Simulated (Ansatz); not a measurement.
# C4H8O4Ti: single points with varied inputs

How do the results and run time of C4H8O4Ti respond when the settings are drawn wide?

Computed with Ansatz 0.2.0, Gaussian basis. Level: the settings change from run to run.

## Step 1: The relaxed structure

An earlier PBE0-D4 in a triple-zeta def2 set relaxation fixed the geometry.

SMILES `[CH3][Ti-]1([OH])([OH])[O]C=CC=[O+]1`, 17 atoms, charge 0, spin multiplicity 1.

Atoms are counted from 1 here; the program's logs count them from 0.

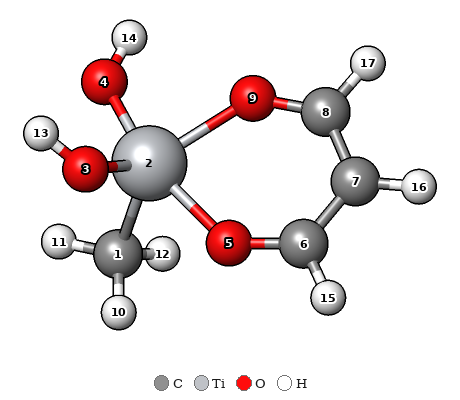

The geometry (carbon grey, titanium light grey, oxygen red, hydrogen white); atoms are numbered from 1 in the order of the file.

## Step 2: PBEsol/def2-mTZVP

This run has D3(BJ) dispersion.

File in.yaml:

```yaml
crystal:
  periodic: [false, false, false]
  atoms:
    - {symbol: C, position_ang: [1.062262, -0.327264, -2.036059]}
    - {symbol: Ti, position_ang: [0.870476, -0.556301, 0.016265]}
    - {symbol: O, position_ang: [2.417608, -0.081593, 0.806878]}
    - {symbol: O, position_ang: [0.972929, -2.356799, 0.044103]}
    - {symbol: O, position_ang: [0.183283, 1.361631, 0.029028]}
    - {symbol: C, position_ang: [-0.861726, 1.931430, 0.429191]}
    - {symbol: C, position_ang: [-1.939582, 1.286207, 1.027018]}
    - {symbol: C, position_ang: [-1.897020, -0.082718, 1.234483]}
    - {symbol: O, position_ang: [-0.949580, -0.854749, 0.910529]}
    - {symbol: H, position_ang: [1.400678, 0.679197, -2.285741]}
    - {symbol: H, position_ang: [1.758832, -1.074690, -2.421197]}
    - {symbol: H, position_ang: [0.073255, -0.500779, -2.476515]}
    - {symbol: H, position_ang: [3.047332, -0.730551, 1.129475]}
    - {symbol: H, position_ang: [0.304260, -3.004513, 0.268690]}
    - {symbol: H, position_ang: [-0.906786, 3.018990, 0.292765]}
    - {symbol: H, position_ang: [-2.802323, 1.853307, 1.345522]}
    - {symbol: H, position_ang: [-2.753199, -0.561106, 1.725464]}
basis:
  gaussian: {orbitals: def2-mTZVP}
hamiltonian: {xc: {name: PBEsol}, dispersion: d3bj}
```

Run with:

```bash
ansatz run in.yaml --threads 4 --pin off --events-out ev --progress --plain --max-ram 66560MiB --backend cpu
```

Standard output:

```text
Functional definition: PBEsol
  name "PBEsol"
  cite "Perdew et al., Phys. Rev. Lett. 100, 136406 (2008) doi:10.1103/PhysRevLett.100.136406"
  cite "Perdew, Burke & Ernzerhof, Phys. Rev. Lett. 77, 3865 (1996) doi:10.1103/PhysRevLett.77.3865"
  parent pbesol
  exchange = pbesol_x
  correlation = pbesol_c
2038 factors; their error is unknown
mean field evaluation 1: about -35467.6647 eV, gradient 1.3e2 eV
mean field evaluation 2: about -34927.8750 eV, gradient 5.7e2 eV
mean field evaluation 4: about -35456.2614 eV, gradient 1.7e2 eV
mean field evaluation 8: about -35499.5811 eV, gradient 4.3e-1 eV
mean field -35499.58150789 eV, -1304.5855579342 hartree, gradient 2.2e-5 eV, S^2 0.000000; 0 other end points of the search recorded, 0 dependent functions left out
reference -35499.58156909 eV, -1304.5855601834 hartree; 43, 43 occupied and 186, 186 virtual orbitals, 2038 factors
Total energy: -35499.77995209 eV, -1304.5928506243 hartree
```

It took 3.2 s on 4 threads of AMD EPYC 7R13, shared host; peak memory 0.43 GiB.

## Step 3: HF/x2c-TZVPPall

Set apart from the defaults: atoms shaken by 0.03 Å, relativity set to none.

File in.yaml:

```yaml
crystal:
  periodic: [false, false, false]
  atoms:
    - {symbol: C, position_ang: [1.033930, -0.299950, -2.107159]}
    - {symbol: Ti, position_ang: [0.859725, -0.526724, 0.028560]}
    - {symbol: O, position_ang: [2.441269, -0.063476, 0.793967]}
    - {symbol: O, position_ang: [0.994735, -2.321364, 0.010367]}
    - {symbol: O, position_ang: [0.111683, 1.384743, 0.071986]}
    - {symbol: C, position_ang: [-0.919534, 1.955591, 0.436156]}
    - {symbol: C, position_ang: [-1.963489, 1.285757, 1.004510]}
    - {symbol: C, position_ang: [-1.885848, -0.068453, 1.227019]}
    - {symbol: O, position_ang: [-0.928447, -0.824461, 0.908158]}
    - {symbol: H, position_ang: [1.362568, 0.657705, -2.273646]}
    - {symbol: H, position_ang: [1.745777, -1.120867, -2.406362]}
    - {symbol: H, position_ang: [0.093566, -0.584146, -2.511225]}
    - {symbol: H, position_ang: [3.029952, -0.668507, 1.102609]}
    - {symbol: H, position_ang: [0.288888, -3.017996, 0.300238]}
    - {symbol: H, position_ang: [-0.914994, 3.016289, 0.301024]}
    - {symbol: H, position_ang: [-2.760190, 1.890726, 1.358464]}
    - {symbol: H, position_ang: [-2.790222, -0.519364, 1.698834]}
basis:
  gaussian: {orbitals: x2c-TZVPPall}
hamiltonian: {xc: {name: HF}, pseudopotentials: {relativity: none}}
```

Run with:

```bash
ansatz run in.yaml --threads 4 --pin off --events-out ev --progress --plain --max-ram 66560MiB --backend cuda --devices 0, --max-vram 37GiB
```

Standard output:

```text
Functional definition: HF
  name "HF"
  cite "Fock, Z. Phys. 61, 126 (1930) doi:10.1007/BF01340294"
  parent pbe
  exchange = exact_x
  correlation = 0
2731 factors; their error is unknown
mean field evaluation 1: about -35446.7796 eV, gradient 8.3e1 eV
mean field evaluation 2: about -35449.4032 eV, gradient 8.2e1 eV
mean field evaluation 4: about -35459.7745 eV, gradient 4.4e0 eV
mean field evaluation 8: about -35459.8456 eV, gradient 2.6e-1 eV
mean field -35460.20032340 eV, -1303.1383260979 hartree, gradient 8.0e-5 eV, S^2 0.000000; 0 other end points of the search recorded, 0 dependent functions left out
reference -35460.20032340 eV, -1303.1383260979 hartree; 43, 43 occupied and 381, 381 virtual orbitals, 2731 factors
WARN: the results are in doubt because the basis set is contracted for relativity, which is off
Total energy: -35460.20032340 eV, -1303.1383260979 hartree
In doubt: the basis set is contracted for relativity, which is off
```

Wall time 6 s (1 × H100 (card shared with other runs) with 4 threads of AMD EPYC 7R13, shared host); peak host memory 0.93 GiB.

## Step 4: wB97X-V/x2c-TZVPPall

This run has a point charge of 1.00 e beside it, relativity set to none.

File in.yaml:

```yaml
crystal:
  periodic: [false, false, false]
  atoms:
    - {symbol: C, position_ang: [1.062262, -0.327264, -2.036059]}
    - {symbol: Ti, position_ang: [0.870476, -0.556301, 0.016265]}
    - {symbol: O, position_ang: [2.417608, -0.081593, 0.806878]}
    - {symbol: O, position_ang: [0.972929, -2.356799, 0.044103]}
    - {symbol: O, position_ang: [0.183283, 1.361631, 0.029028]}
    - {symbol: C, position_ang: [-0.861726, 1.931430, 0.429191]}
    - {symbol: C, position_ang: [-1.939582, 1.286207, 1.027018]}
    - {symbol: C, position_ang: [-1.897020, -0.082718, 1.234483]}
    - {symbol: O, position_ang: [-0.949580, -0.854749, 0.910529]}
    - {symbol: H, position_ang: [1.400678, 0.679197, -2.285741]}
    - {symbol: H, position_ang: [1.758832, -1.074690, -2.421197]}
    - {symbol: H, position_ang: [0.073255, -0.500779, -2.476515]}
    - {symbol: H, position_ang: [3.047332, -0.730551, 1.129475]}
    - {symbol: H, position_ang: [0.304260, -3.004513, 0.268690]}
    - {symbol: H, position_ang: [-0.906786, 3.018990, 0.292765]}
    - {symbol: H, position_ang: [-2.802323, 1.853307, 1.345522]}
    - {symbol: H, position_ang: [-2.753199, -0.561106, 1.725464]}
basis:
  gaussian: {orbitals: x2c-TZVPPall, point_charges: [{charge: 1.00, position_ang: [8.013, -0.035, -0.701]}]}
hamiltonian: {xc: {name: wB97X-V}, pseudopotentials: {relativity: none}}
```

Launched as before.

Standard output (excerpt; [...] marks lines left out):

```text
Functional definition: wB97X-V
  name "wB97X-V"
  cite "Mardirossian & Head-Gordon, Phys. Chem. Chem. Phys. 16, 9904 (2014) doi:10.1039/C3CP54374A"
  cite "Becke, J. Chem. Phys. 107, 8554 (1997) doi:10.1063/1.475007"
  cite "Vydrov & Van Voorhis, J. Chem. Phys. 133, 244103 (2010) doi:10.1063/1.3521275"
[...]
      + integral(e_c_pw_opposite_spin*poly(b97_u_opposite, cos0, cos1)) + vv10(b, c)
2270 factors; their error is unknown
507 factors; integrals over basis functions are off by at most 7.8e-6 eV
[...]
mean field -35553.18103164 eV, -1306.5553041012 hartree, gradient 8.6e-5 eV, S^2 0.000000; 0 other end points of the search recorded, 0 dependent functions left out
reference -35553.18102865 eV, -1306.5553039912 hartree; 43, 43 occupied and 381, 381 virtual orbitals, 2270 factors
WARN: the results are in doubt because the basis set is contracted for relativity, which is off
Total energy: -35553.18102865 eV, -1306.5553039912 hartree
In doubt: the basis set is contracted for relativity, which is off
```

Run time: 13 s. Hardware: 1 × H100 (card shared with other runs) with 4 threads of AMD EPYC 7R13, shared host; peak host memory 1.1 GiB.

## Step 5: B2PLYP/def2-TZVP

This run has relativity set to none, high accuracy.

Edit in.yaml of step 4 so:

```diff
@@ -21,3 +21,5 @@
 basis:
-  gaussian: {orbitals: x2c-TZVPPall, point_charges: [{charge: 1.00, position_ang: [8.013, -0.035, -0.701]}]}
-hamiltonian: {xc: {name: wB97X-V}, pseudopotentials: {relativity: none}}
+  gaussian: {orbitals: def2-TZVP}
+hamiltonian: {xc: {name: B2PLYP}, pseudopotentials: {relativity: none}}
+accuracy: high
+output: {forces: true}
```

Same command.

Standard output (excerpt; [...] marks lines left out):

```text
Functional definition: B2PLYP
  name "B2PLYP"
  cite "Grimme, J. Chem. Phys. 124, 034108 (2006) doi:10.1063/1.2148954"
  cite "Becke, Phys. Rev. A 38, 3098 (1988) doi:10.1103/PhysRevA.38.3098"
  cite "Lee, Yang & Parr, Phys. Rev. B 37, 785 (1988) doi:10.1103/PhysRevB.37.785"
[...]
6426 factors; integrals over basis functions are off by at most 5.0e-8 eV
[...]
mean field -35559.39415699 eV, -1306.7836322463 hartree, gradient 7.1e-8 eV, S^2 0.000000; 0 other end points of the search recorded, 0 dependent functions left out
13 core orbitals not correlated: weight in the atoms' cores, before any rotation towards them, 1.000 or more for the frozen orbitals, at most 0.000 for the correlated occupied ones
reference -35559.39419334 eV, -1306.7836335822 hartree; 30, 30 occupied and 298, 298 virtual orbitals, 6426 factors
second order -66.53667943 eV of doubles, -0.00000000 eV of singles
[...]
Atom 7 at    -1.897020    -0.082718     1.234483 Å, force    -0.471567     0.092997     0.205394 eV/Å
Atom 8 at    -0.949580    -0.854749     0.910529 Å, force     0.271668    -0.319697    -0.082207 eV/Å
Atom 9 at     1.400678     0.679197    -2.285741 Å, force    -0.013694    -0.047800     0.005469 eV/Å
Atom 10 at     1.758832    -1.074690    -2.421197 Å, force    -0.029093     0.037449     0.000517 eV/Å
Atom 11 at     0.073255    -0.500779    -2.476515 Å, force     0.034217     0.002782     0.023237 eV/Å
Atom 12 at     3.047332    -0.730551     1.129475 Å, force     0.138495    -0.119183     0.069750 eV/Å
Atom 13 at     0.304260    -3.004513     0.268690 Å, force    -0.122819    -0.150204     0.041185 eV/Å
Atom 14 at    -0.906786     3.018990     0.292765 Å, force    -0.004549    -0.073136     0.011727 eV/Å
Atom 15 at    -2.802323     1.853307     1.345522 Å, force     0.052207    -0.034823    -0.019502 eV/Å
Atom 16 at    -2.753199    -0.561106     1.725464 Å, force     0.054683     0.040135    -0.030399 eV/Å
Dipole moment:    -0.623239     0.036478     0.344801 e Å
```

It took 28 s on 1 × H100 (card shared with other runs) with 4 threads of AMD EPYC 7R13, shared host; peak host memory 4.7 GiB.

Largest force 0.523 eV/Å, dipole 3.43 D.

## Step 6: PBE/def2-mTZVPP

This run has D3(BJ) dispersion, high accuracy, the search for lower states set to full.

Edit in.yaml of step 5 so:

```diff
@@ -21,5 +21,5 @@
 basis:
-  gaussian: {orbitals: def2-TZVP}
-hamiltonian: {xc: {name: B2PLYP}, pseudopotentials: {relativity: none}}
+  gaussian: {orbitals: def2-mTZVPP}
+hamiltonian: {xc: {name: PBE}, dispersion: d3bj}
 accuracy: high
-output: {forces: true}
+scf: {lower_state_search: full}
```

Run with:

```bash
ansatz run in.yaml --threads 4 --pin off --events-out ev --progress --plain --max-ram 66560MiB --backend cpu
```

Standard output (excerpt; [...] marks lines left out):

```text
Functional definition: PBE
  name "PBE"
  cite "Perdew, Burke & Ernzerhof, Phys. Rev. Lett. 77, 3865 (1996) doi:10.1103/PhysRevLett.77.3865"
  parent pbe
[...]
5197 factors; integrals over basis functions are off by at most 6.4e-8 eV
[...]
mean field -35570.98868538 eV, -1307.2097233054 hartree, gradient 2.8e-8 eV, S^2 0.000000; 5 other end points of the search recorded, 0 dependent functions left out
reference -35570.98869151 eV, -1307.2097235310 hartree; 43, 43 occupied and 202, 202 virtual orbitals, 5197 factors
Total energy: -35571.43277601 eV, -1307.2260433354 hartree
```

Run time: 27 s. Hardware: 4 threads of AMD EPYC 7R13, shared host; peak memory 2 GiB.

## Step 7: B3LYP/x2c-TZVPPall

Options: multiplicity 3, D3(BJ) dispersion, relativity set to none.

Edit in.yaml of step 6 so:

```diff
@@ -21,5 +21,4 @@
 basis:
-  gaussian: {orbitals: def2-mTZVPP}
-hamiltonian: {xc: {name: PBE}, dispersion: d3bj}
-accuracy: high
-scf: {lower_state_search: full}
+  gaussian: {orbitals: x2c-TZVPPall}
+magnetization: {spin_polarized: true, initial_magnetization: 2}
+hamiltonian: {xc: {name: B3LYP}, dispersion: d3bj, pseudopotentials: {relativity: none}}
```

Run with:

```bash
ansatz run in.yaml --threads 4 --pin off --events-out ev --progress --plain --max-ram 66560MiB --backend cuda --devices 0, --max-vram 37GiB
```

Standard output (excerpt; [...] marks lines left out):

```text
Functional definition: B3LYP
  name "B3LYP"
  cite "Stephens, Devlin, Chabalowski & Frisch, J. Phys. Chem. 98, 11623 (1994) doi:10.1021/j100096a001"
  cite "Becke, Phys. Rev. A 38, 3098 (1988) doi:10.1103/PhysRevA.38.3098"
  cite "Lee, Yang & Parr, Phys. Rev. B 37, 785 (1988) doi:10.1103/PhysRevB.37.785"
  cite "Vosko, Wilk & Nusair, Can. J. Phys. 58, 1200 (1980) doi:10.1139/p80-159"
[...]
2288 factors; their error is unknown
[...]
mean field -35558.17627743 eV, -1306.7388759978 hartree, gradient 8.1e-6 eV, S^2 2.006442; 3 other end points of the search recorded, 0 dependent functions left out
reference -35558.17663965 eV, -1306.7388893093 hartree; 44, 42 occupied and 380, 382 virtual orbitals, 2288 factors
WARN: the results are in doubt because the basis set is contracted for relativity, which is off
Total energy: -35558.97020766 eV, -1306.7680523959 hartree
In doubt: the basis set is contracted for relativity, which is off
```

It took 20 s on 1 × H100 (card shared with other runs) with 4 threads of AMD EPYC 7R13, shared host; peak host memory 1 GiB.

⟨S²⟩ 2.006. The log holds a warning on this run.

## Step 8: B3LYP/def2-SVP

Set apart from the defaults: D3(BJ) with three-body dispersion.

Edit in.yaml of step 7 so:

```diff
@@ -21,4 +21,3 @@
 basis:
-  gaussian: {orbitals: x2c-TZVPPall}
-magnetization: {spin_polarized: true, initial_magnetization: 2}
-hamiltonian: {xc: {name: B3LYP}, dispersion: d3bj, pseudopotentials: {relativity: none}}
+  gaussian: {orbitals: def2-SVP}
+hamiltonian: {xc: {name: B3LYP}, dispersion: d3bjatm}
```

Run with:

```bash
ansatz run in.yaml --threads 4 --pin off --events-out ev --progress --plain --max-ram 66560MiB --backend cpu
```

Standard output (excerpt; [...] marks lines left out):

```text
Functional definition: B3LYP
  name "B3LYP"
  cite "Stephens, Devlin, Chabalowski & Frisch, J. Phys. Chem. 98, 11623 (1994) doi:10.1021/j100096a001"
  cite "Becke, Phys. Rev. A 38, 3098 (1988) doi:10.1103/PhysRevA.38.3098"
  cite "Lee, Yang & Parr, Phys. Rev. B 37, 785 (1988) doi:10.1103/PhysRevB.37.785"
  cite "Vosko, Wilk & Nusair, Can. J. Phys. 58, 1200 (1980) doi:10.1139/p80-159"
[...]
2118 factors; their error is unknown
[...]
mean field -35574.22380449 eV, -1307.3286117400 hartree, gradient 4.0e-5 eV, S^2 0.000000; 0 other end points of the search recorded, 0 dependent functions left out
reference -35574.22419495 eV, -1307.3286260892 hartree; 43, 43 occupied and 140, 140 virtual orbitals, 2118 factors
Total energy: -35575.01617806 eV, -1307.3577309318 hartree
```

Run time: 3.3 s. Hardware: 4 threads of AMD EPYC 7R13, shared host; peak memory 0.63 GiB.

## Step 9: wB97/aug-cc-pVDZ

Edit in.yaml of step 8 so:

```diff
@@ -21,3 +21,4 @@
 basis:
-  gaussian: {orbitals: def2-SVP}
-hamiltonian: {xc: {name: B3LYP}, dispersion: d3bjatm}
+  gaussian: {orbitals: aug-cc-pVDZ}
+hamiltonian: {xc: {name: wB97}}
+output: {forces: true}
```

Run with:

```bash
ansatz run in.yaml --threads 4 --pin off --events-out ev --progress --plain --max-ram 66560MiB --backend cuda --devices 0, --max-vram 37GiB
```

Standard output (excerpt; [...] marks lines left out):

```text
Functional definition: wB97
  name "wB97"
  cite "Chai & Head-Gordon, J. Chem. Phys. 128, 084106 (2008) doi:10.1063/1.2834918"
  cite "Becke, J. Chem. Phys. 107, 8554 (1997) doi:10.1063/1.475007"
[...]
  # The coefficients of nought are those of the uniform gas.
[...]
      + integral(e_c_pw_opposite_spin*poly(b97_u_opposite, 1, cos1, cos2, cos3, cos4))
2644 factors; their error is unknown
1395 factors; integrals over basis functions are off by at most 2.3e-5 eV
[...]
mean field -35586.47530890 eV, -1307.7788462229 hartree, gradient 5.6e-5 eV, S^2 0.000000; 0 other end points of the search recorded, 0 dependent functions left out
[...]
reference -35586.47527864 eV, -1307.7788451108 hartree; 43, 43 occupied and 272, 272 virtual orbitals, 2644 factors
Total energy: -35586.47527864 eV, -1307.7788451108 hartree
[...]
Atom 7 at    -1.897020    -0.082718     1.234483 Å, force    -0.330640     0.116313     0.135804 eV/Å
Atom 8 at    -0.949580    -0.854749     0.910529 Å, force     0.390425    -0.480271    -0.110319 eV/Å
Atom 9 at     1.400678     0.679197    -2.285741 Å, force     0.079077     0.247365    -0.065769 eV/Å
Atom 10 at     1.758832    -1.074690    -2.421197 Å, force     0.155526    -0.170059    -0.117068 eV/Å
Atom 11 at     0.073255    -0.500779    -2.476515 Å, force    -0.216740    -0.041750    -0.103508 eV/Å
Atom 12 at     3.047332    -0.730551     1.129475 Å, force     0.091957    -0.074840     0.042398 eV/Å
Atom 13 at     0.304260    -3.004513     0.268690 Å, force    -0.090191    -0.091180     0.030935 eV/Å
Atom 14 at    -0.906786     3.018990     0.292765 Å, force     0.000957     0.261183    -0.038386 eV/Å
Atom 15 at    -2.802323     1.853307     1.345522 Å, force    -0.254782     0.166978     0.094221 eV/Å
Atom 16 at    -2.753199    -0.561106     1.725464 Å, force    -0.205129    -0.125961     0.116876 eV/Å
Dipole moment:    -0.641769     0.083646     0.311706 e Å
```

Wall time 14 s (1 × H100 (card shared with other runs) with 4 threads of AMD EPYC 7R13, shared host); peak host memory 1 GiB.

Largest force 0.629 eV/Å, dipole 3.45 D.

## Step 10: LC-wPBE/def2-SVP

Set apart from the defaults: the search for lower states set to full.

Edit in.yaml of step 9 so:

```diff
@@ -21,4 +21,4 @@
 basis:
-  gaussian: {orbitals: aug-cc-pVDZ}
-hamiltonian: {xc: {name: wB97}}
-output: {forces: true}
+  gaussian: {orbitals: def2-SVP}
+hamiltonian: {xc: {name: LC-wPBE}}
+scf: {lower_state_search: full}
```

Run with:

```bash
ansatz run in.yaml --threads 4 --pin off --events-out ev --progress --plain --max-ram 66560MiB --backend cpu
```

Standard output (excerpt; [...] marks lines left out):

```text
Functional definition: LC-wPBE
  name "LC-wPBE"
  cite "Vydrov & Scuseria, J. Chem. Phys. 125, 234109 (2006) doi:10.1063/1.2409292"
  cite "Heyd & Scuseria, J. Chem. Phys. 120, 7274 (2004) doi:10.1063/1.1668634"
  cite "Ernzerhof & Perdew, J. Chem. Phys. 109, 3313 (1998) doi:10.1063/1.476928"
  cite "Perdew, Burke & Ernzerhof, Phys. Rev. Lett. 77, 3865 (1996) doi:10.1103/PhysRevLett.77.3865"
  parent pbe
[...]
2048 factors; their error is unknown
559 factors; integrals over basis functions are off by at most 1.5e-5 eV
[...]
mean field -35560.75412376 eV, -1306.8336101033 hartree, gradient 2.9e-5 eV, S^2 0.000000; 3 other end points of the search recorded, 0 dependent functions left out
reference -35560.75412378 eV, -1306.8336101039 hartree; 43, 43 occupied and 140, 140 virtual orbitals, 2048 factors
Total energy: -35560.75412378 eV, -1306.8336101039 hartree
```

Run time: 8 s. Hardware: 4 threads of AMD EPYC 7R13, shared host; peak memory 0.5 GiB.

## Step 11: All runs side by side

```
               level  charge  multiplicity               geometry  functions  energy (eV)   time
   PBEsol/def2-mTZVP       0             1                relaxed        229   -35499.780  3.2 s
     HF/x2c-TZVPPall       0             1                 shaken        424   -35460.200    6 s
wB97X-V/x2c-TZVPPall       0             1  relaxed, point charge        424   -35553.181   13 s
    B2PLYP/def2-TZVP       0             1                relaxed        341   -35577.359   28 s
     PBE/def2-mTZVPP       0             1                relaxed        245   -35571.433   27 s
  B3LYP/x2c-TZVPPall       0             3                relaxed        424   -35558.970   20 s
      B3LYP/def2-SVP       0             1                relaxed        183   -35575.016  3.3 s
    wB97/aug-cc-pVDZ       0             1                relaxed        315   -35586.475   14 s
    LC-wPBE/def2-SVP       0             1                relaxed        183   -35560.754    8 s
```

## Step 12: Results

```
                                         quantity                     value
                                             runs                         9
                                         quickest  PBEsol/def2-mTZVP, 3.2 s
                                          slowest    B2PLYP/def2-TZVP, 28 s
spread of total energies, same state and geometry                   86.7 eV
                  dipole, same state and geometry            3.43 to 3.45 D
```

B2PLYP/def2-TZVP took 9 times as long as PBEsol/def2-mTZVP. The jobs differ in tasks and options as well as level. The totals spread over 87 eV; they can't be compared across methods or bases. At the PBE0-D4/def2-TZVP geometry and in the same state, the sound runs without point charges leave forces up to 0.63 eV/Å (wB97/aug-cc-pVDZ).
